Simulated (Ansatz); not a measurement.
# Effect of x(Ru) = 0.25, 4 atoms, P4/mmm on Fe

Start from Fe in the bcc (W type) structure (space group Im-3m, No. 229; a = 2.865 Å; ferromagnetic).

The other end (x = 1) is Ru in the bcc (W type) structure (space group Im-3m, No. 229; a hypothetical phase, not in the database extracts checked): 13.93 Å³/atom, gap zero; this end may not be an ambient phase.

One thing is altered: Ru replaces 25.0 % of the Fe, ordered in a cell of 4 atoms (starting symmetry P4/mmm) and fully relaxed.

Computed with r2SCAN (Ansatz, an electronic-structure program; PAW; 500 eV plane waves; no spin-orbit coupling). k-mesh 16×16×8 (Γ-centred); smearing 0.05 eV (Fermi–Dirac), for the changed cell.

```csv
quantity,base,changed,shift
volume per atom,11.75 Å³,12.40 Å³,+0.65 Å³
density,7.89 g/cm³,8.99 g/cm³,+1.10 g/cm³
shortest interatomic distance,2.481 Å,2.505 Å,+0.024 Å
band gap,zero,zero,–
magnetic state,ferromagnetic,ferromagnetic,–
largest site moment,2.79 μB,2.92 μB,+0.13 μB
mixing energy (to 0.01 eV only: unlike meshes or grids) (against an end that may be hypothetical),–,-0.15 eV/atom,–
```

Final structure:

```xyz
4
Lattice="2.9064 0.0000 0.0000 0.0000 2.9064 0.0000 0.0000 0.0000 5.8739" Properties=species:S:1:pos:R:3 pbc="T T T"
Fe     0.0000     0.0000     4.4422
Ru     1.4532     1.4532     2.9369
Fe     0.0000     0.0000     1.4317
Fe     1.4532     1.4532     0.0000
```

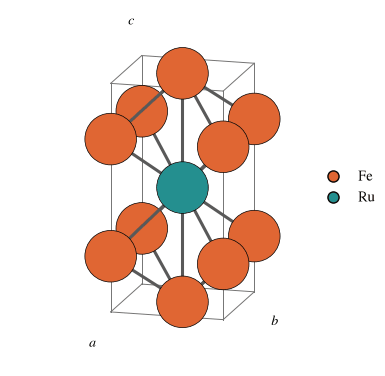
Figure: The relaxed conventional cell after the change

Other magnetic orders, which the real material may have, were not ruled out. These are small ordered cells, not random alloys; other orderings at the same x differ. Whether these cells are dynamically stable was not tested. Spin-polarised in the final run: Fe3Ru and base; the other runs are not. Ru has a high density of states at the Fermi level and may be magnetic at this level.
